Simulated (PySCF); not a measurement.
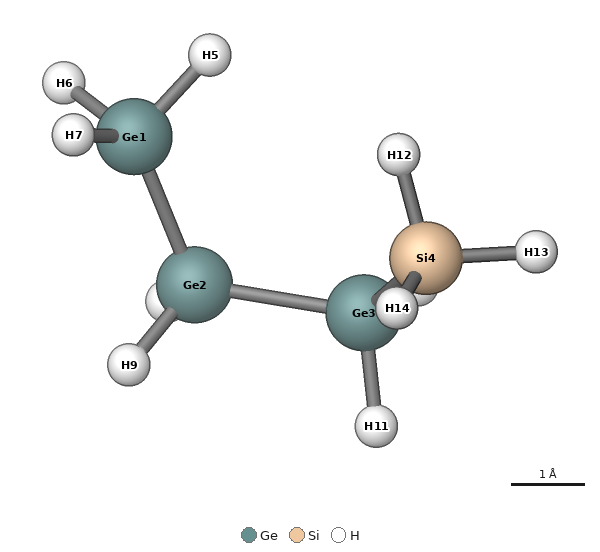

The input geometry (ball-and-stick view, seen at a tilt; atoms are numbered from 1 in the order of the input). Sticks mark near contacts. Bond lengths as drawn: Ge–Ge 2.32 to 2.41 Å, Ge–H 1.49 to 1.61 Å, Ge–Si 2.35 Å and H–Si 1.31 to 1.53 Å.

# Ge3SiH10: geometry relaxation (part 1 of 2)

- system: Ge3SiH10 (n-GeGeGeSiH10)
- method: PBE0-D3(BJ)/def2-SVP geometry optimisation, gas phase (PySCF 2.14.0)

### Input
```
{"job": {"xc": "PBE0", "basis": "def2-SVP", "d3": "d3bj", "grid": 1, "maxiter": 40, "shake": 0.03, "kind": "geom"}, "charge": 0, "multiplicity": 1}
Ge    -0.258900     2.235590    -0.947960
Ge     0.319100     1.191360     1.038020
Ge    -0.141610    -1.167290     1.147350
Si     0.241780    -2.442000    -0.787240
H     -1.320080     1.513350    -1.814410
H     -0.987670     3.662530    -0.773090
H      0.838070     2.571980    -1.913770
H     -0.239780     1.963800     2.195150
H      1.801870     1.518390     1.318150
H     -1.468330    -1.307850     1.819790
H      0.743060    -1.680850     2.347240
H     -0.498970    -1.757380    -1.869350
H     -0.556220    -3.734130    -0.631810
H      1.508250    -2.611300    -1.084820
```

The first line tells a small driver script what to run in PySCF; the rest is the geometry in Å.

Hardware: 1 CPU thread, shared host.

Run as:
```bash
OMP_NUM_THREADS=1 python <driver script> task.json out
```

### The program's output
```
step   0  E = -6524.70807798  max force = 0.106047
step   1  E = -6524.73614787  max force = 0.012229
step   2  E = -6524.73929946  max force = 0.005317
step   3  E = -6524.74006808  max force = 0.003061
step   4  E = -6524.74021543  max force = 0.002065
step   5  E = -6524.74043984  max force = 0.002218
step   6  E = -6524.74058799  max force = 0.002899
step   7  E = -6524.74087364  max force = 0.002292
step   8  E = -6524.74109412  max force = 0.001133
step   9  E = -6524.74122339  max force = 0.001045
step  10  E = -6524.74130515  max force = 0.001201
step  11  E = -6524.74137879  max force = 0.000802
step  12  E = -6524.74145942  max force = 0.000666
step  13  E = -6524.74145980  max force = 0.000778
step  14  E = -6524.74148595  max force = 0.000610
step  15  E = -6524.74150595  max force = 0.000395
step  16  E = -6524.74150931  max force = 0.000435
optimisation converged
```

### Trajectory as extended XYZ (Å, eV, eV/Å), 17 frames, from step=0 to step=16
```
14
Properties=species:S:1:pos:R:3:forces:R:3 step=0 energy=-177546.35018
Ge   -0.2589    2.2356   -0.9480   -1.7585   1.6479  -1.1326
Ge    0.3191    1.1914    1.0380    0.9745  -0.3072   0.5572
Ge   -0.1416   -1.1673    1.1474    1.1667  -0.0466   0.9993
Si    0.2418   -2.4420   -0.7872   -5.4531   0.0433   0.9966
H    -1.3201    1.5133   -1.8144    0.0949  -0.2746   0.1797
H    -0.9877    3.6625   -0.7731    0.4851  -0.8082   0.2286
H     0.8381    2.5720   -1.9138    0.7984  -0.0391  -0.3260
H    -0.2398    1.9638    2.1951   -0.7430   0.2230   0.5805
H     1.8019    1.5184    1.3181    0.2026  -0.2775  -0.2692
H    -1.4683   -1.3078    1.8198   -1.0418  -0.1298  -0.0446
H     0.7431   -1.6808    2.3472    0.0238   0.1047  -0.4576
H    -0.4990   -1.7574   -1.8694    0.0549   0.2647  -0.3490
H    -0.5562   -3.7341   -0.6318    0.5408   0.2601   0.0509
H     1.5083   -2.6113   -1.0848    4.6550  -0.6604  -1.0139
14
Properties=species:S:1:pos:R:3:forces:R:3 step=1 energy=-177547.11400
Ge   -0.2978    2.2576   -0.9959   -0.2718   0.2647  -0.5970
Ge    0.3424    1.2037    1.0715    0.3176   0.2841   0.2829
Ge   -0.1430   -1.1652    1.2078    0.0715   0.0213   0.6241
Si    0.1850   -2.4049   -0.7854   -0.6288   0.1207  -0.0810
H    -1.3559    1.4595   -1.7921    0.0826  -0.1444   0.1043
H    -0.9628    3.6271   -0.7749    0.0189   0.0841   0.1863
H     0.8711    2.5275   -1.9737    0.0430  -0.1529   0.1738
H    -0.2878    1.9747    2.2599   -0.1570  -0.1485  -0.1254
H     1.8547    1.4677    1.2849   -0.0240  -0.1604  -0.1324
H    -1.5559   -1.3181    1.8243   -0.0239  -0.0082  -0.2980
H     0.7646   -1.7020    2.3431    0.0834  -0.0314  -0.1170
H    -0.5164   -1.6767   -1.8929    0.1840   0.0164  -0.0169
H    -0.5421   -3.7021   -0.6405    0.1788  -0.1143   0.0191
H     1.6243   -2.5927   -1.0929    0.1258  -0.0313  -0.0228
14
Properties=species:S:1:pos:R:3:forces:R:3 step=2 energy=-177547.19976
Ge   -0.3194    2.2345   -1.0134   -0.1013   0.0503  -0.1790
Ge    0.3614    1.2176    1.0831    0.1071   0.1835   0.0506
Ge   -0.1389   -1.1512    1.2461    0.0029   0.0376   0.2734
Si    0.1576   -2.3529   -0.7843   -0.0478   0.0654  -0.0244
H    -1.3633    1.3677   -1.7484    0.0243  -0.0285   0.0439
H    -0.9627    3.6160   -0.7785    0.0298  -0.0104   0.0471
H     0.8786    2.4303   -1.9672   -0.0042  -0.0511   0.0734
H    -0.3052    1.9793    2.2526   -0.0470  -0.0783  -0.0477
H     1.8798    1.4440    1.2581   -0.0039  -0.0632  -0.0439
H    -1.5795   -1.3002    1.7883    0.0039   0.0006  -0.1406
H     0.7747   -1.7205    2.3550    0.0276  -0.0462  -0.0525
H    -0.4931   -1.5954   -1.8993    0.0758   0.0025  -0.0048
H    -0.5280   -3.6745   -0.6742    0.0731  -0.0731  -0.0066
H     1.6185   -2.5384   -1.0747   -0.1402   0.0111   0.0112
14
Properties=species:S:1:pos:R:3:forces:R:3 step=3 energy=-177547.22067
Ge   -0.3397    2.1872   -1.0261    0.0373  -0.1122   0.0489
Ge    0.3809    1.2309    1.0941   -0.0007   0.0638  -0.0474
Ge   -0.1406   -1.1340    1.2821   -0.0134   0.0343   0.0345
Si    0.1474   -2.2915   -0.7796    0.1574  -0.0115   0.0117
H    -1.3872    1.2775   -1.6948   -0.0186   0.0202  -0.0004
H    -0.9555    3.5779   -0.8033   -0.0132   0.0400  -0.0148
H     0.8677    2.3157   -1.9734   -0.0132   0.0026  -0.0132
H    -0.3028    1.9921    2.2494    0.0137  -0.0142   0.0115
H     1.9045    1.4259    1.2383   -0.0037   0.0037   0.0026
H    -1.6030   -1.2725    1.7555   -0.0011   0.0006  -0.0209
H     0.7642   -1.7459    2.3721   -0.0157  -0.0372  -0.0071
H    -0.4600   -1.5017   -1.8939   -0.0049  -0.0033  -0.0036
H    -0.5086   -3.6331   -0.7207    0.0120  -0.0088  -0.0129
H     1.6133   -2.4723   -1.0565   -0.1359   0.0220   0.0111
14
Properties=species:S:1:pos:R:3:forces:R:3 step=4 energy=-177547.22468
Ge   -0.3488    2.1615   -1.0283    0.0205  -0.0454   0.0614
Ge    0.3894    1.2359    1.0977   -0.0147   0.0156  -0.0329
Ge   -0.1478   -1.1260    1.2940   -0.0065   0.0207  -0.0144
Si    0.1564   -2.2689   -0.7747    0.1062  -0.0126   0.0095
H    -1.4165    1.2527   -1.6646   -0.0207   0.0176  -0.0010
H    -0.9461    3.5659   -0.8218    0.0070  -0.0041  -0.0241
H     0.8475    2.2586   -1.9926   -0.0107   0.0012  -0.0211
H    -0.2859    2.0045    2.2521    0.0180  -0.0015   0.0139
H     1.9153    1.4178    1.2293   -0.0014   0.0158   0.0029
H    -1.6182   -1.2583    1.7423   -0.0025   0.0028  -0.0028
H     0.7429   -1.7594    2.3826   -0.0208  -0.0220   0.0084
H    -0.4373   -1.4693   -1.8895   -0.0180  -0.0050  -0.0006
H    -0.4909   -3.6157   -0.7409   -0.0018   0.0004  -0.0044
H     1.6204   -2.4432   -1.0423   -0.0547   0.0164   0.0053
14
Properties=species:S:1:pos:R:3:forces:R:3 step=5 energy=-177547.23079
Ge   -0.3745    2.1066   -1.0297   -0.0017   0.0440   0.0183
Ge    0.4089    1.2452    1.1009   -0.0231  -0.0701   0.0200
Ge   -0.1733   -1.1060    1.3134    0.0242  -0.0188  -0.0711
Si    0.1914   -2.2252   -0.7602   -0.0502  -0.0050  -0.0027
H    -1.5095    1.2236   -1.5789   -0.0144  -0.0006   0.0049
H    -0.9066    3.5438   -0.8693    0.0158  -0.0085  -0.0141
H     0.7782    2.1140   -2.0495   -0.0024  -0.0154  -0.0184
H    -0.2299    2.0392    2.2575    0.0116   0.0145   0.0115
H     1.9400    1.3941    1.1987    0.0034   0.0283  -0.0066
H    -1.6608   -1.2207    1.7033   -0.0084   0.0090   0.0118
H     0.6727   -1.7838    2.4105   -0.0252   0.0149   0.0321
H    -0.3745   -1.4135   -1.8815   -0.0284  -0.0073   0.0052
H    -0.4358   -3.5824   -0.7772   -0.0152   0.0125   0.0137
H     1.6543   -2.3786   -0.9949    0.1140   0.0027  -0.0045
14
Properties=species:S:1:pos:R:3:forces:R:3 step=6 energy=-177547.23482
Ge   -0.3951    2.0828   -1.0292   -0.0244   0.0986  -0.0150
Ge    0.4198    1.2479    1.0973   -0.0183  -0.0867   0.0492
Ge   -0.1957   -1.0937    1.3178    0.0404  -0.0419  -0.0736
Si    0.2234   -2.2090   -0.7480   -0.1080   0.0018  -0.0126
H    -1.5861    1.2347   -1.5119   -0.0081  -0.0076   0.0092
H    -0.8649    3.5464   -0.9006    0.0274  -0.0315  -0.0065
H     0.7171    2.0135   -2.0909    0.0031  -0.0215  -0.0088
H    -0.1843    2.0621    2.2582    0.0033   0.0129   0.0062
H     1.9545    1.3727    1.1680    0.0042   0.0278  -0.0141
H    -1.6941   -1.1939    1.6670   -0.0096   0.0125   0.0065
H     0.6122   -1.7897    2.4322   -0.0225   0.0320   0.0381
H    -0.3281   -1.4011   -1.8798   -0.0235  -0.0060   0.0072
H    -0.3888   -3.5727   -0.7852   -0.0129   0.0108   0.0191
H     1.6908   -2.3439   -0.9517    0.1491  -0.0012  -0.0048
14
Properties=species:S:1:pos:R:3:forces:R:3 step=7 energy=-177547.24259
Ge   -0.4324    2.0629   -1.0274   -0.0401   0.1019  -0.0491
Ge    0.4346    1.2472    1.0843   -0.0026  -0.0662   0.0644
Ge   -0.2372   -1.0759    1.3138    0.0537  -0.0655  -0.0426
Si    0.2839   -2.1992   -0.7240   -0.1179   0.0075  -0.0264
H    -1.7216    1.3002   -1.3890    0.0059  -0.0094   0.0117
H    -0.7708    3.5654   -0.9547    0.0264  -0.0215   0.0078
H     0.5936    1.8460   -2.1543    0.0075  -0.0273   0.0053
H    -0.1029    2.0941    2.2548   -0.0114   0.0022  -0.0012
H     1.9738    1.3312    1.1028    0.0029   0.0196  -0.0199
H    -1.7527   -1.1482    1.5875   -0.0086   0.0163  -0.0080
H     0.4961   -1.7833    2.4722   -0.0140   0.0453   0.0327
H    -0.2494   -1.4131   -1.8805   -0.0075  -0.0027   0.0100
H    -0.2977   -3.5755   -0.7740    0.0000   0.0019   0.0189
H     1.7634   -2.2956   -0.8684    0.1056  -0.0022  -0.0035
14
Properties=species:S:1:pos:R:3:forces:R:3 step=8 energy=-177547.24859
Ge   -0.4587    2.0661   -1.0263   -0.0323   0.0583  -0.0325
Ge    0.4410    1.2430    1.0706    0.0107  -0.0175   0.0354
Ge   -0.2658   -1.0672    1.3031    0.0398  -0.0549  -0.0098
Si    0.3282   -2.2077   -0.7044   -0.0511   0.0052  -0.0173
H    -1.8154    1.3859   -1.2965    0.0060  -0.0005   0.0010
H    -0.6813    3.5906   -0.9956    0.0215  -0.0103   0.0087
H     0.4916    1.7296   -2.1903    0.0041  -0.0177   0.0132
H    -0.0479    2.1085    2.2492   -0.0185  -0.0112  -0.0034
H     1.9818    1.3016    1.0472    0.0004   0.0107  -0.0132
H    -1.7923   -1.1169    1.5156   -0.0032   0.0143  -0.0143
H     0.4073   -1.7618    2.5048   -0.0043   0.0333   0.0177
H    -0.2011   -1.4505   -1.8818    0.0042  -0.0006   0.0098
H    -0.2248   -3.5958   -0.7430    0.0113  -0.0061   0.0116
H     1.8178   -2.2692   -0.8092    0.0115  -0.0029  -0.0070
14
Properties=species:S:1:pos:R:3:forces:R:3 step=9 energy=-177547.25211
Ge   -0.4686    2.0909   -1.0264   -0.0183  -0.0054   0.0015
Ge    0.4366    1.2392    1.0597    0.0170   0.0203  -0.0107
Ge   -0.2743   -1.0695    1.2907    0.0184  -0.0158   0.0119
Si    0.3477   -2.2344   -0.6933    0.0146   0.0011   0.0070
H    -1.8575    1.4661   -1.2651    0.0015   0.0124  -0.0032
H    -0.6176    3.6231   -1.0059    0.0133   0.0047   0.0054
H     0.4452    1.6957   -2.2012    0.0043  -0.0070   0.0075
H    -0.0360    2.1043    2.2455   -0.0193  -0.0205   0.0012
H     1.9776    1.2958    1.0179   -0.0018   0.0042  -0.0027
H    -1.8054   -1.1089    1.4743    0.0004   0.0070  -0.0144
H     0.3700   -1.7354    2.5238    0.0019   0.0078   0.0018
H    -0.1940   -1.5068   -1.8828    0.0060   0.0040   0.0020
H    -0.1850   -3.6307   -0.7025    0.0157  -0.0088   0.0027
H     1.8419   -2.2733   -0.7915   -0.0537  -0.0040  -0.0100
```
